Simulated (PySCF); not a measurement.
**Ge₄H₄Se₆: density, localisation and related maps**

Input file:

```
{"job": {"kind": "uv", "xc": "B3LYP", "basis": "def2-SVPD", "ip": false, "nstates": 15}, "charge": 0, "multiplicity": 1}
Ge    -0.489665    -0.133463     2.158460
H     -0.829763    -0.234361     3.654303
Se     1.587567     0.982388     2.081288
Ge     1.926363     1.053100    -0.247884
H      3.263016     1.790283    -0.422290
Se     2.273027    -1.065897    -1.221176
Ge     0.157369    -2.038164    -0.848689
H      0.261801    -3.452262    -1.441700
Se    -0.358498    -2.370567     1.427666
Se    -1.595270    -1.017479    -2.046256
Ge    -1.596726     1.115127    -1.049531
H     -2.708301     1.892111    -1.773018
Se    -2.274689     1.075089     1.205407
Se     0.364327     2.360295    -1.433370
```

Launched as:

```sh
OMP_NUM_THREADS=2 python probes_run.py task.json out
```

Geometry: PBE0-D3(BJ)/def2-SVP.

Method: PySCF, B3LYP/def2-SVPD, SCF density, gas phase.

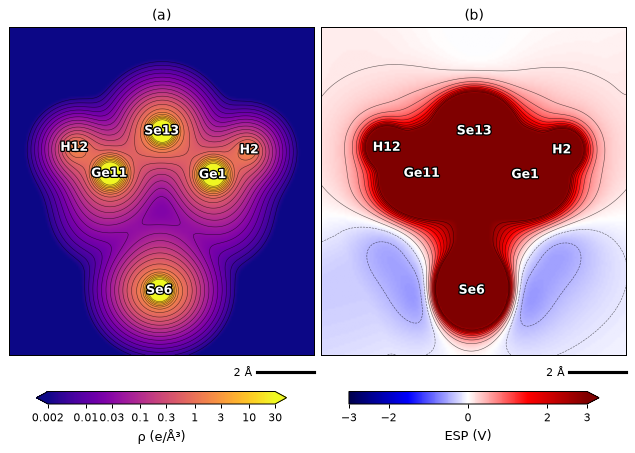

Figure 1. (a) total electron density; (b) molecular electrostatic potential on the plane of atoms H2, Ge1 and Se13.

Q: Interpret the plot.

A:
- The plane passes through Ge, H and Se nuclei.
- Ge–Se (2.36 Å): ρ at the midpoint is about 0.63 e/Å³.
- Ge–H (1.54 Å): ρ is about 1.1 e/Å³ halfway.
- Outside the dense part of the molecule the potential is most negative (−0.6 V) near Se6 and Se13.

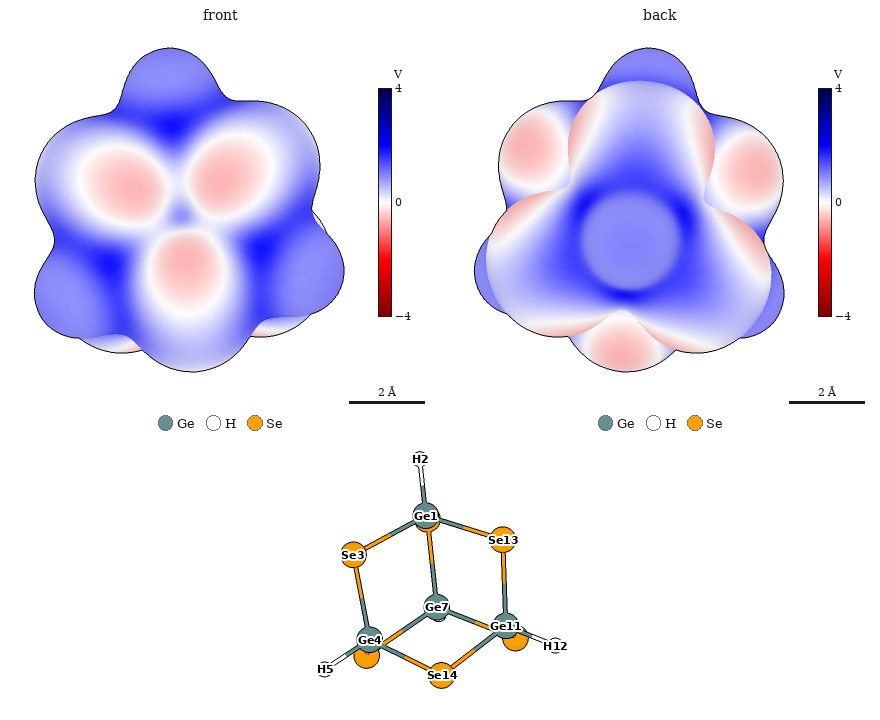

Figure 2. The electrostatic potential painted on the density surface at 0.004 e/bohr³, seen from the front and from behind; red is negative and blue positive. The bare structure is drawn below in the same view.

Q: Where is the surface potential most negative and most positive?

A: The most negative region (about −0.6 V) lies over the Se atoms, the most positive (about +3.2 V) over Ge1, Ge4, Ge7 and Ge11.

Q: What dipole moment does the calculation give?

A: Its dipole moment is 0.05 D.
